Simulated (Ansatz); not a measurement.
# Molecular dynamics, with input and output: Si2H4O (part 1 of 2)

- system: Si2H4O
- method: RKS BLYP/def2-SVP (Ansatz 0.2.0)

The geometry comes from this level: PBE0-D4/def2-TZVP. Figures and captions count atoms from 1; the log counts them from 0 in places.

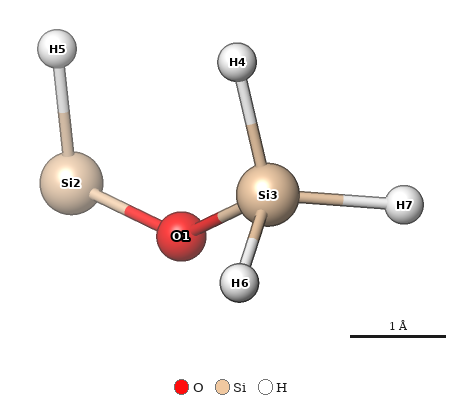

**Figure 1.** The starting structure (ball-and-stick view, seen at a tilt; atoms are numbered from 1 in the order of the input). Bond lengths as drawn: H–Si 1.48 to 1.55 Å and O–Si 1.65 Å.

**Input**
```yaml
crystal:
  periodic: [false, false, false]
  atoms:
    - {symbol: O, position_ang: [-0.878991, -0.031078, 0.472831]}
    - {symbol: Si, position_ang: [-2.183016, 0.102050, -0.521867]}
    - {symbol: Si, position_ang: [0.772163, -0.075863, 0.462228]}
    - {symbol: H, position_ang: [1.269954, 0.036045, -0.933225]}
    - {symbol: H, position_ang: [-1.410879, 0.206120, -1.861207]}
    - {symbol: H, position_ang: [1.279510, 1.054919, 1.276713]}
    - {symbol: H, position_ang: [1.212460, -1.360194, 1.058927]}
basis:
  gaussian: {orbitals: def2-SVP}
hamiltonian: {xc: {name: BLYP}}
md: {timestep: 2 fs, n_steps: 20, ensemble: nvt_nose_hoover, temperature: 1500, initial_velocities: maxwell_boltzmann, seed: 331}
```

Run on 2 threads of Arm Neoverse V1, 23 GiB of memory available, shared host.

Command:
```bash
ansatz run in.yaml --threads 2 --pin off --events-out ev --progress --plain --max-ram 4352MiB
```

**Log**
```
Functional definition: BLYP
  name "BLYP"
  cite "Becke, Phys. Rev. A 38, 3098 (1988) doi:10.1103/PhysRevA.38.3098"
  cite "Lee, Yang & Parr, Phys. Rev. B 37, 785 (1988) doi:10.1103/PhysRevB.37.785"
  parameter beta = 0.0042
  parameter a = 0.04918
  parameter b = 0.132
  parameter c = 0.2533
  parameter d = 0.349
  exchange = b88_x(beta = beta)
  correlation = lyp_c(a = a, b = b, c = c, d = d)
767 factors; their error is unknown
mean field evaluation 1: about -17854.1211 eV, gradient 5.8e1 eV
mean field evaluation 2: about -17797.9734 eV, gradient 1.6e2 eV
mean field evaluation 4: about -17860.3012 eV, gradient 5.8e0 eV
mean field evaluation 8: about -17860.4494 eV, gradient 6.1e-2 eV
mean field evaluation 16: about -17860.3840 eV, gradient 4.6e-5 eV
mean field -17860.38396834 eV, -656.3570046336 hartree, gradient 4.6e-5 eV, S^2 0.000000; 0 other end points of the search recorded, 0 dependent functions left out
the calculation of the forces begins
reference -17860.38430772 eV, -656.3570171053 hartree; 20, 20 occupied and 50, 50 virtual orbitals, 767 factors
md step     0: t =     0.00 fs  T =  1500.0 K  F+E_penalty+E_count = -17860.38396834 eV  E_kin = 0.969450 eV  conserved = -17859.41451835 eV  (24 SCF iters)
these checks for a lower state are left out or cut short: starts, cluster_reference, orbital_swaps, neighbouring_geometries, increment
767 factors; their error is unknown
mean field -17860.21948164 eV, -656.3509598587 hartree, gradient 1.4e-5 eV, S^2 0.000000; 0 other end points of the search recorded, 0 dependent functions left out
[... from here on the field's lines of each further geometry are left out, up to the last ...]
md step     1: t =     2.00 fs  T =  1268.8 K  F+E_penalty+E_count = -17860.21948164 eV  E_kin = 0.820038 eV  conserved = -17859.39945661 eV  (28 SCF iters)
md step     2: t =     4.00 fs  T =   985.8 K  F+E_penalty+E_count = -17860.02535636 eV  E_kin = 0.637111 eV  conserved = -17859.38835748 eV  (28 SCF iters)
md step     3: t =     6.00 fs  T =   866.6 K  F+E_penalty+E_count = -17859.95854298 eV  E_kin = 0.560094 eV  conserved = -17859.39880088 eV  (28 SCF iters)
md step     4: t =     8.00 fs  T =   783.9 K  F+E_penalty+E_count = -17859.90222445 eV  E_kin = 0.506654 eV  conserved = -17859.39631545 eV  (27 SCF iters)
md step     5: t =    10.00 fs  T =   728.8 K  F+E_penalty+E_count = -17859.86335141 eV  E_kin = 0.471043 eV  conserved = -17859.39360063 eV  (27 SCF iters)
md step     6: t =    12.00 fs  T =   769.0 K  F+E_penalty+E_count = -17859.88557911 eV  E_kin = 0.496973 eV  conserved = -17859.39064101 eV  (27 SCF iters)
md step     7: t =    14.00 fs  T =   949.4 K  F+E_penalty+E_count = -17860.00500451 eV  E_kin = 0.613570 eV  conserved = -17859.39453750 eV  (27 SCF iters)
md step     8: t =    16.00 fs  T =  1176.6 K  F+E_penalty+E_count = -17860.15903491 eV  E_kin = 0.760441 eV  conserved = -17859.40322125 eV  (27 SCF iters)
md step     9: t =    18.00 fs  T =  1256.5 K  F+E_penalty+E_count = -17860.21370081 eV  E_kin = 0.812079 eV  conserved = -17859.40813904 eV  (27 SCF iters)
md step    10: t =    20.00 fs  T =  1118.4 K  F+E_penalty+E_count = -17860.11130271 eV  E_kin = 0.722797 eV  conserved = -17859.39698122 eV  (27 SCF iters)
md step    11: t =    22.00 fs  T =  1017.6 K  F+E_penalty+E_count = -17860.03135022 eV  E_kin = 0.657648 eV  conserved = -17859.38408597 eV  (26 SCF iters)
md step    12: t =    24.00 fs  T =  1130.5 K  F+E_penalty+E_count = -17860.12221593 eV  E_kin = 0.730668 eV  conserved = -17859.40403131 eV  (27 SCF iters)
md step    13: t =    26.00 fs  T =  1158.0 K  F+E_penalty+E_count = -17860.13894545 eV  E_kin = 0.748385 eV  conserved = -17859.40543975 eV  (27 SCF iters)
md step    14: t =    28.00 fs  T =  1005.0 K  F+E_penalty+E_count = -17860.02729914 eV  E_kin = 0.649517 eV  conserved = -17859.39507139 eV  (27 SCF iters)
md step    15: t =    30.00 fs  T =   847.7 K  F+E_penalty+E_count = -17859.92066318 eV  E_kin = 0.547856 eV  conserved = -17859.39232915 eV  (27 SCF iters)
md step    16: t =    32.00 fs  T =   771.3 K  F+E_penalty+E_count = -17859.86919043 eV  E_kin = 0.498470 eV  conserved = -17859.39238500 eV  (27 SCF iters)
md step    17: t =    34.00 fs  T =   771.5 K  F+E_penalty+E_count = -17859.86960817 eV  E_kin = 0.498647 eV  conserved = -17859.39487493 eV  (27 SCF iters)
md step    18: t =    36.00 fs  T =   779.6 K  F+E_penalty+E_count = -17859.87910174 eV  E_kin = 0.503852 eV  conserved = -17859.40163536 eV  (27 SCF iters)
md step    19: t =    38.00 fs  T =   679.3 K  F+E_penalty+E_count = -17859.81023454 eV  E_kin = 0.439012 eV  conserved = -17859.40013088 eV  (27 SCF iters)
the calculation of the forces begins
reference -17859.71842780 eV, -656.3325464699 hartree; 20, 20 occupied and 50, 50 virtual orbitals, 767 factors
767 factors; their error is unknown
mean field evaluation 192: about -17859.7181 eV, gradient 7.6e-4 eV
mean field -17859.71807877 eV, -656.3325336433 hartree, gradient 9.1e-6 eV, S^2 0.000000; 1 other end points of the search recorded, 0 dependent functions left out
the calculation of the forces begins
reference -17859.71842780 eV, -656.3325464699 hartree; 20, 20 occupied and 50, 50 virtual orbitals, 767 factors
md step    20: t =    40.00 fs  T =   566.2 K  F+E_penalty+E_count = -17859.71807877 eV  E_kin = 0.365912 eV  conserved = -17859.38341973 eV  (26 SCF iters)
```

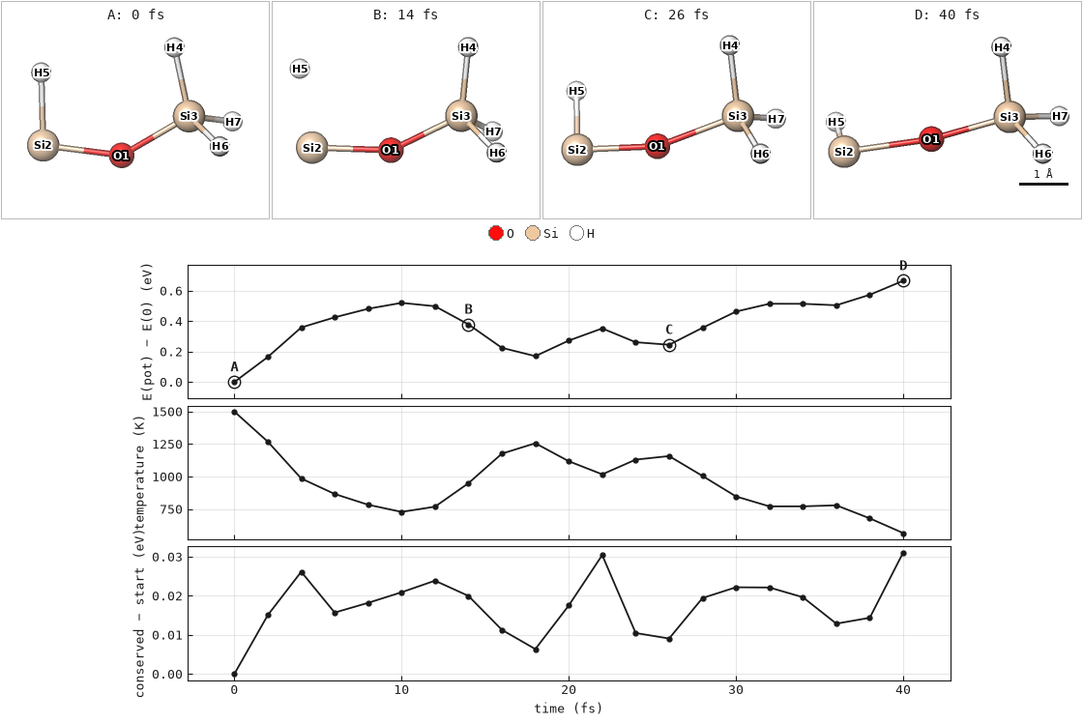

**Figure 2.** Frames of the molecular dynamics (ball-and-stick, seen at a tilt) above the curves, on which the letters mark them. The trajectory kept here has 21 frames over 40 fs. The temperature starts at 1500 K, ranges from 566 to 1500 K and averages 895 K over the second half. The potential energy ends 0.666 eV above its first value. The conserved quantity stays within 0.031 eV. After an unweighted best fit of the last frame on the first, the root-mean-square displacement is 0.69 Å, and H5 has moved furthest (1.30 Å).

```
Total energy: -17859.71842780 eV, -656.3325464699 hartree
Atom 0 at    -0.709163     0.051568     0.184783 Å, force    -2.124026    -0.671137    -0.743551 eV/Å
Atom 1 at    -2.425310     0.127932    -0.534188 Å, force     2.372955     1.821149     2.658736 eV/Å
Atom 2 at     0.927357    -0.111782     0.601269 Å, force     0.111152     1.313422    -1.177004 eV/Å
Atom 3 at     1.592884     0.643106    -0.571653 Å, force     0.003621    -0.404164     0.523938 eV/Å
Atom 4 at    -2.434032    -0.954428    -1.476380 Å, force     0.383103    -1.761220    -1.309632 eV/Å
Atom 5 at     1.266125     0.624258     1.852023 Å, force    -0.242871     0.127558     0.234059 eV/Å
Atom 6 at     1.657336    -1.408160     0.778463 Å, force    -0.503935    -0.425609    -0.186547 eV/Å
Dipole moment:    -0.132376    -0.174378    -0.092093 e Å
```

**Trajectory as extended XYZ (Å, eV, eV/Å), 21 frames, from step=0 to step=20**
```
7
Properties=species:S:1:pos:R:3:forces:R:3 step=0 time_fs=0.0 energy=-17860.38397 temperature=1500.0
O    -0.8790   -0.0311    0.4728   -0.2364  -0.0639   0.7428
Si   -2.1830    0.1021   -0.5219   -1.2974   0.0880  -0.5355
Si    0.7722   -0.0759    0.4622    1.0373  -0.0371   0.0660
H     1.2700    0.0360   -0.9332    0.1382   0.0199  -0.2570
H    -1.4109    0.2061   -1.8612    0.1142   0.0242  -0.2890
H     1.2795    1.0549    1.2767    0.1280   0.1962   0.1555
H     1.2125   -1.3602    1.0589    0.1161  -0.2273   0.1174
7
Properties=species:S:1:pos:R:3:forces:R:3 step=1 time_fs=2.0 energy=-17860.21948 temperature=1268.8
O    -0.8523   -0.0369    0.4618   -1.6821   0.2202   0.1235
Si   -2.1846    0.1048   -0.5203   -1.9315   0.0536   1.0402
Si    0.7605   -0.0703    0.4601    2.7898  -0.3220   1.0870
H     1.3757    0.0527   -0.8871   -0.0067   0.0457  -0.3097
H    -1.5313    0.1114   -1.8266    0.9137   0.0153  -1.4777
H     1.3084    1.0312    1.3618   -0.1822  -0.2191  -0.2933
H     1.1422   -1.3976    1.0844    0.0989   0.2062  -0.1700
7
Properties=species:S:1:pos:R:3:forces:R:3 step=2 time_fs=4.0 energy=-17860.02536 temperature=985.8
O    -0.8296   -0.0423    0.4512   -3.1145   0.4672  -0.4707
Si   -2.1888    0.1077   -0.5173   -1.8805   0.1594   1.5214
Si    0.7527   -0.0652    0.4594    4.4836  -0.6261   1.5960
H     1.4811    0.0710   -0.8529   -0.3006   0.0293  -0.0684
H    -1.6167    0.0172   -1.8485    1.0503  -0.1129  -1.6019
H     1.3303    0.9991    1.4357   -0.3989  -0.3997  -0.6008
H     1.0757   -1.4272    1.1034    0.1606   0.4827  -0.3757
7
Properties=species:S:1:pos:R:3:forces:R:3 step=3 time_fs=6.0 energy=-17859.95854 temperature=866.6
O    -0.8144   -0.0465    0.4393   -4.0862   0.6595  -0.8994
Si   -2.1956    0.1107   -0.5122   -1.2263   0.1066   0.5085
Si    0.7510   -0.0609    0.4609    5.5126  -0.8833   1.6673
H     1.5751    0.0905   -0.8213   -0.6071  -0.0018   0.1704
H    -1.6619   -0.0813   -1.9318    0.5642  -0.0658  -0.3653
H     1.3369    0.9517    1.4865   -0.4511  -0.2929  -0.6471
H     1.0154   -1.4383    1.1079    0.2939   0.4778  -0.4344
7
Properties=species:S:1:pos:R:3:forces:R:3 step=4 time_fs=8.0 energy=-17859.90222 temperature=783.9
O    -0.8091   -0.0491    0.4253   -4.1925   0.7974  -1.1035
Si   -2.2040    0.1139   -0.5064   -0.7006  -0.0909  -0.5517
Si    0.7569   -0.0579    0.4647    5.3909  -1.0808   1.4279
H     1.6459    0.1099   -0.7831   -0.7653  -0.0166   0.2091
H    -1.6855   -0.1824   -2.0291    0.1389   0.1313   0.7582
H     1.3262    0.8931    1.5126   -0.3261   0.0647  -0.3922
H     0.9663   -1.4310    1.0959    0.4548   0.1948  -0.3478
7
Properties=species:S:1:pos:R:3:forces:R:3 step=5 time_fs=10.0 energy=-17859.86335 temperature=728.8
O    -0.8139   -0.0498    0.4087   -3.3507   0.8690  -1.0692
Si   -2.2135    0.1170   -0.5014   -0.5010  -0.2702  -1.1680
Si    0.7702   -0.0563    0.4705    4.1129  -1.2280   0.9892
H     1.6873    0.1287   -0.7370   -0.6966   0.0069   0.0055
H    -1.7039   -0.2785   -2.0974   -0.0794   0.3150   1.2945
H     1.3031    0.8369    1.5237   -0.0726   0.5681   0.1149
H     0.9346   -1.4164    1.0705    0.5875  -0.2607  -0.1668
```
